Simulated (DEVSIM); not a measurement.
System: Si p-n junction from an implanted or diffused profile, at 350 K.

```
layer (left to right)  material  thickness (μm)  Nd (cm⁻³)   τn (s)   τp (s)
---------------------  --------  --------------  ---------  -------  -------
1                            Si            17.0     1.5e16  0.00021  0.00021
```

Added acceptor profile: 5e18 cm⁻³ × exp(−(x − 0 μm)²/(2·(0.11 μm)²)). Left contact: ohmic. Right contact: ohmic. Voltage is applied to the left contact. Recombination: SRH at mid-gap. Mobility is μmin + (μ − μmin)/(1 + (N/Nref)^α).

This is a model device: material constants are rounded textbook-type values typed into the input, and sizes, dopings and lifetimes were drawn at random. Values at 300 K; Nc and Nv go as T^1.5, mobilities as T to minus their exponent, the gap by Varshni's rule with the affinity fixed.

```tsv
parameter	Si
gap (eV)	1.124
affinity (eV)	4.05
permittivity	11.7
Nc (cm⁻³)	2.86e19
Nv (cm⁻³)	3.1e19
μn (cm²/Vs)	1417
μp (cm²/Vs)	470
μn,min	52
μp,min	45
Nref,n	9.7e16
Nref,p	2.2e17
αn	0.68
αp	0.72
T exponent of μn	2.3
T exponent of μp	2.2
Varshni α (eV/K)	0.000473
Varshni β (K)	636
```

DEVSIM, 1D drift-diffusion, Boltzmann statistics, complete ionisation; no tunnelling, impact ionisation, image-force lowering or self-heating.

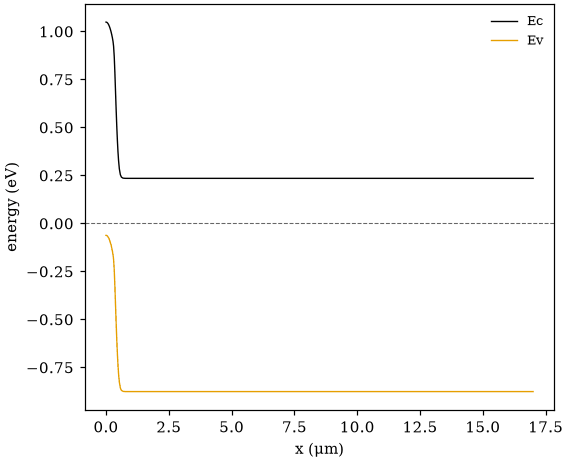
Figure. Band edges at zero bias

Energies count from the Fermi level of the right contact; mesh points crowd at the junctions.

| x (μm) | Ec (eV) | Ev (eV) | n (cm⁻³) | p (cm⁻³) | field (V/cm) |
|---|---|---|---|---|---|
| 0.000 | 1.049 | -0.062 | 29000 | 5.0e18 | -51 |
| 0.02021 | 1.048 | -0.063 | 29000 | 4.9e18 | -510 |
| 0.04906 | 1.046 | -0.065 | 32000 | 4.5e18 | -1200 |
| 0.09317 | 1.038 | -0.073 | 41000 | 3.5e18 | -2300 |
| 0.1782 | 1.009 | -0.102 | 110000 | 1.3e18 | -4500 |
| 0.2530 | 0.967 | -0.143 | 420000 | 3.4e17 | -6700 |
| 0.3278 | 0.867 | -0.244 | 1.2e7 | 1.2e16 | -28000 |
| 0.4268 | 0.509 | -0.601 | 1.7e12 | 8.6e10 | -33000 |
| 0.4994 | 0.327 | -0.784 | 7.0e14 | 2.0e8 | -17000 |
| 0.6118 | 0.241 | -0.869 | 1.2e16 | 1.2e7 | -1800 |
| 0.8645 | 0.235 | -0.876 | 1.5e16 | 9500000 | ≈ 0 |
| 1.654 | 0.235 | -0.876 | 1.5e16 | 9500000 | ≈ 0 |
| 3.004 | 0.235 | -0.876 | 1.5e16 | 9500000 | ≈ 0 |
| 5.801 | 0.235 | -0.876 | 1.5e16 | 9500000 | ≈ 0 |
| 12.00 | 0.235 | -0.876 | 1.5e16 | 9500000 | ≈ 0 |
| 14.51 | 0.235 | -0.876 | 1.5e16 | 9500000 | ≈ 0 |
| 15.77 | 0.235 | -0.876 | 1.5e16 | 9500000 | ≈ 0 |
| 16.42 | 0.235 | -0.876 | 1.5e16 | 9500000 | ≈ 0 |
| 16.79 | 0.235 | -0.876 | 1.5e16 | 9500000 | ≈ 0 |
| 16.91 | 0.235 | -0.876 | 1.5e16 | 9500000 | ≈ 0 |
| 16.96 | 0.235 | -0.876 | 1.5e16 | 9500000 | ≈ 0 |
| 17.00 | 0.235 | -0.876 | 1.5e16 | 9500000 | ≈ 0 |
